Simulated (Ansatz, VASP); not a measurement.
**Cross-check of GeF2 between VASP and Ansatz**

One calculation is typed for both programs; each brings its own data sets and cutoff. How far apart do they land? The cell is generated by rule, not measured, and may not be a known phase. The cell comes out of the VASP series on this material, whose earlier steps may have relaxed, scaled or displaced it; both programs get it as it stands.

Main program and level: Ansatz 0.2.0; plane waves, with VASP 6.6.1 beside it; zone-centre phonons at LDA.

The structure was built from a prototype and need not be the compound's stable phase.

### Step 1. The structure

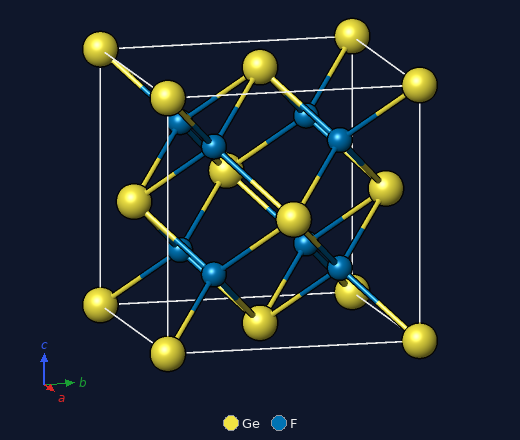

Start, viewed slightly off an axis; germanium yellow, fluorine blue. This picture shows the conventional cell, with its axes. Some periodic images of atoms are drawn too.

### Step 2. Ansatz: zone-centre phonons, LDA

Ansatz runs on its default PAW (the set named soft_2) files.

Second derivatives magnify differences that forces hide, and they need a tight electronic threshold.

Contents of input.yaml:

```yaml
crystal:
  lattice:
    - [0.0, 2.47383, 2.47383]
    - [2.47383, 0.0, 2.47383]
    - [2.47383, 2.47383, 0.0]
  atoms:
    - { symbol: Ge, position: [0.0, 0.0, 0.0] }
    - { symbol: F, position: [0.25, 0.25, 0.25] }
    - { symbol: F, position: [0.75, 0.75, 0.75] }
hamiltonian:
  xc: lda
  pseudopotentials: { kind: paw }
kpoints:
  mp_grid: { grid: [14, 14, 14] }
scf:
  occupations: { method: fixed }
phonons:
  method: dfpt
  qpoints: [[0, 0, 0]]
  dielectric: true
  rigid_motions: translations
```

Command:

```console
$ ansatz run input.yaml --threads 4 --pin off --max-ram 9216MiB --backend cpu --events-out ev --progress --plain --runs-dir out
```

Numbers of over 12 decimals in the logs are rounded to 6 here.

The program printed:

```text
Engine: ansatz 0.2.0, aarch64-unknown-linux-gnu
Pseudopotentials: kind: paw
Pseudopotential: Ge, paw, valence charge 14, recommended cutoff 420 eV (normal), Ge.paw.azcp
Pseudopotential: F, paw, valence charge 7, recommended cutoff 420 eV (normal), F.paw.azcp
Functional definition: SPW92
  exchange = slater_x
  correlation = pw_c
Crystal: 3 atoms, lattice volume = 30.279 Å³
Basis set: ecut = 420 eV, 609 PW (Γ), exchange–correlation on 48×48×48 points (8 copies of the dense FFT grid, shifted against one another)
Bands: 18, of which v1, the nominal top of the filled ones, is band 14 counted from 1 (13 counted from 0)
Symmetry: 48 space group operations
k-points: 428 of 2744 (irreducible under 4 space group operations, time reversal used)
Non-local potential: Ge, projectors of the file, l = 0: 2, l = 1: 2, l = 2: 3, l = 3: 1
Non-local potential: F, projectors of the file, l = 0: 2, l = 1: 2, l = 2: 1
PAW form: soft (Blöchl's): semilocal exchange-correlation on the pseudo side does not see the compensation charge
PAW frozen core: Ge, regenerated for the run's functional, and the local potential with it (the file was generated under x = pbe(κ = 0.804, μ = 0.219515), c = pbe(β = 0.066725))
PAW frozen core: F, regenerated for the run's functional, and the local potential with it (the file was generated under x = pbe(κ = 0.804, μ = 0.219515), c = pbe(β = 0.066725))
PAW one-centre angular grid: Ge, 590 points (default); XC on 64 Gauss nodes
PAW one-centre angular grid: F, 110 points (default); XC on 64 Gauss nodes
Initial density: superposition of atomic densities (neutral atoms: chi_scale 0, normalization atom), corrected by the library's trained network
Initial wavefunctions: pseudopotential atomic-orbital guess
Functional: x = slater, c = lda
SCF iter   1: F=—  HF=-5802.415290 eV  |F-HF|=—  |Δ(HF+E_count)|=         —  Δρ=1.98e-2  dr2=8.12e-2  ethr=1.77e-3  ⟨swp⟩=3.9  Hψ=31787  notcnv=0  defer=439
preconditioner: auto → none  [insulator: Δε(μ)=3.027 eV  Ē_g=21.957 eV  n_scr=14 (ndim 8)  ℏωp=35.7 eV  f_vac=0.082  ε∞_Penn≈3.6]
SCF iter   2: F=—  HF=-5802.396162 eV  |F-HF|=—  |Δ(HF+E_count)|=   1.91e-2  Δρ=9.86e-3  dr2=1.46e-2  ethr=2.90e-4  ⟨swp⟩=2.1  Hψ=16126  notcnv=0  defer=697
SCF iter   3: F=—  HF=-5802.391295 eV  |F-HF|=—  |Δ(HF+E_count)|=   4.87e-3  Δρ=1.77e-3  dr2=5.06e-4  ethr=5.22e-5  ⟨swp⟩=2.0  Hψ=11592  notcnv=0  defer=823
SCF iter   4: F=—  HF=-5802.391283 eV  |F-HF|=—  |Δ(HF+E_count)|=   1.21e-5  Δρ=3.49e-4  dr2=1.91e-5  ethr=1.81e-6  ⟨swp⟩=1.4  Hψ=8435  notcnv=0  defer=718
SCF iter   5: F=—  HF=-5802.391279 eV  |F-HF|=—  |Δ(HF+E_count)|=   4.33e-6  Δρ=5.23e-5  dr2=3.91e-7  ethr=6.81e-8  ⟨swp⟩=2.0  Hψ=13548  notcnv=0
SCF iter   6: F=—  HF=-5802.391279 eV  |F-HF|=—  |Δ(HF+E_count)|=   6.12e-7  Δρ=1.20e-5  dr2=2.80e-8  ethr=1.40e-9  ⟨swp⟩=2.0  Hψ=13282  notcnv=0
SCF iter   7: F=—  HF=-5802.391279 eV  |F-HF|=—  |Δ(HF+E_count)|=   2.45e-8  Δρ=1.52e-6  dr2=3.96e-10  ethr=1.00e-10  ⟨swp⟩=2.0  Hψ=13522  notcnv=0
SCF iter   8: F=-5802.391279 eV  HF=-5802.391279 eV  |F-HF|=2.73e-12  |Δ(HF+E_count)|=  3.67e-10  Δρ=5.53e-8  dr2=4.25e-13  ethr=1.00e-12  ⟨swp⟩=6.6  Hψ=39883  notcnv=0
SCF 1 converged in 8 iterations: F = -5802.391279 eV  dr2 = 4.25e-13
  greatest PAW one-centre occupation: 0.999 electrons in one spin orbital (limit 2), on the Ge atom at site 0 (counted from 0), in its partial waves of l = 2
NSCF: frozen V_eff on 2 k-points
DFPT response loops at Γ: preconditioner auto → none (the input reference at scf.mixing.eps_inf says where Resta's filter doesn't serve); β = 0.50; Broyden in place of MSR1
SCF converged after 8 iterations
Free energy (F): -5802.391279 eV
Harris-Foulkes:  -5802.391279 eV  (|F-HF|=2.73e-12)
Internal energy: -5802.391279 eV  (E = F + TS)
E sigma→0 (E₀):  -5802.391279 eV
Fermi energy:    10.233142 eV
--- Per-component energies (eV) ---
  E_band       = -134.486235
  E_kinetic    = 530.814959
  E_local      = -3043.829684  (includes V_loc(G=0)·N_el)
  E_nonlocal   = 566.604047
  E_hartree    = 1258.271399
  E_xc         = -235.109869
  E_vxc        = -271.760868  (∫ρ·V_xc dr)
  E_paw        = -2306.888282  (= ΣΔE_a)
  E_vpaw       = -432.861967  (= ΣTr[D̂ρ^β])
  E_aug_tail   = 0.004479  (compensation charges beyond the density's cutoff)
  E_ewald      = -2574.393158
  E_core_change = 2.134830  (= ΣΔE_core)
  E_smearing   = -0.000000  (= −TS)
  E_closure    = -0.000000  (closes the sum)
  Σ components = -5802.391279   (vs F -5802.391279, Δ=0.00e0)
--- Band table (eV; the first three rows and the last of 428) ---
  k-point 0: bands = [... 10 lower, 5.0555, 5.0555, 5.0555, 5.5816, 15.1245, 15.1245, 15.1245, 21.5049]
  k-point 1: bands = [... 10 lower, 4.3815, 5.0202, 5.0202, 6.3502, 15.0094, 15.2149, 15.2149, 21.8336]
  k-point 2: bands = [... 10 lower, 3.7730, 4.9170, 4.9170, 7.3364, 14.7738, 15.4728, 15.4728, 22.6311]
  k-point 427: bands = [... 10 lower, 3.5181, 5.8428, 5.8453, 10.2331, 15.9539, 16.1075, 17.7211, 18.6657]
--- Phonons (Γ-DFPT): 2 representative perturbations + reference, on 428 of 2744 k-points (Σ response iterations 6) ---
  k mesh reduced under 4 symmetry operations, with k and −k counted as one. Each operation leaves every solved perturbation unchanged. A smaller set is not considered because the run solves the response to a homogeneous field
  ASR residual: 3.526e-5 → 0.000e0 eV/Å²; symmetrization residual: 1.713e-6 eV/Å²
  ASR residual per site (eV/Å²): 3.53e-5 2.12e-7 2.12e-7
  Γ frequencies (cm⁻¹): 0.00 0.00 0.00 161.70 161.70 161.70 394.05 394.05 394.05
  ε∞ (high-frequency dielectric tensor):
        4.180067    -0.000000    -0.000000
        0.000000     4.180067     0.000000
        0.000000    -0.000000     4.180067
  ε⁰ (static dielectric tensor: ions relaxed, cell fixed):
       40.878479    -0.000000    -0.000000
       -0.000000    40.878479    -0.000000
       -0.000000    -0.000000    40.878479
  ε⁰ − ε∞ (ionic part):
       36.698411    -0.000000    -0.000000
       -0.000000    36.698411    -0.000000
       -0.000000    -0.000000    36.698411
  softest optical mode at Γ: 161.70 cm⁻¹; the repairs (sum rule, projections) moved no ω² at Γ by more than (0.59 cm⁻¹)²
  Born effective charges Z* (e; rows j = field, columns β = displacement):
    site 0:
         3.83793    0.00000    0.00000
        -0.00000    3.83793    0.00000
        -0.00000    0.00000    3.83793
    site 1:
        -1.91896   -0.00000   -0.00000
         0.00000   -1.91896   -0.00000
         0.00000   -0.00000   -1.91896
    site 2:
        -1.91896    0.00000   -0.00000
         0.00000   -1.91896   -0.00000
         0.00000   -0.00000   -1.91896
  Z* charge neutrality: 1.241e-5 e pre-enforcement
  k-mesh period / interband length: 49.0 Å / 1.15 Å = 42.70 at k = (0.0000, 0.3571, 0.3571), direct gap 4.026 eV — 14 or more, which is no proof of convergence
  optical modes at Γ without the LO–TO term, one row a degenerate level:
      ω (cm⁻¹)  modes    IR ((D/Å)²/amu)
        161.70      3            40.8671
        394.05      3             0.0000
  optical modes at Γ + LO–TO along q̂ = [1.0000, 0.0000, 0.0000]:
      ω (cm⁻¹)  modes    IR ((D/Å)²/amu)
        161.70      2            27.2447
        394.05      3             0.0000
        505.67      1            13.6224
  optical modes at Γ + LO–TO along q̂ = [0.0000, 1.0000, 0.0000]:
      ω (cm⁻¹)  modes    IR ((D/Å)²/amu)
        161.70      2            27.2447
        394.05      3             0.0000
        505.67      1            13.6224
  optical modes at Γ + LO–TO along q̂ = [0.0000, 0.0000, 1.0000]:
      ω (cm⁻¹)  modes    IR ((D/Å)²/amu)
        161.70      2            27.2447
        394.05      3             0.0000
        505.67      1            13.6224
--- Phonons (arbitrary-q DFPT): 1 explicit q-point ---
  q = [0, 0, 0] (of the zone-centre solve; hermiticity 4.82e-7, symmetrization 4.35e-8): -0.00 -0.00 0.00 161.70 161.70 161.70 394.05 394.05 394.05
  sum rule: each row above includes the acoustic sum rule's correction from the zone centre's row sums; it moved no ω² by more than (0.36 cm⁻¹)²
```

Wall time 28 s (4 threads of Arm Neoverse V1, shared host); peak memory 1.1 GiB; 1.8 min of CPU time.

In the SCF lines HF is the Harris–Foulkes energy and dr2 the Hartree energy of the density residual, in eV; the loop may stop once dr2 is under the threshold and the program's other checks hold. Hψ counts applications of the Hamiltonian.

(Part 1 of 3 ends here.)

[Lines on the potential files, build, host, timing and source positions are cut from VASP's logs without a mark.]

[Logs are printed without paths, hosts, clocks, repeated set-up lines and the standing remarks that a program may print on its own settings, such as how far it seeks lower states.]

[Hosts, paths, dates, database ids (printed as entryN), source tags and the programs' standing remarks are cut or masked in the printed files.]
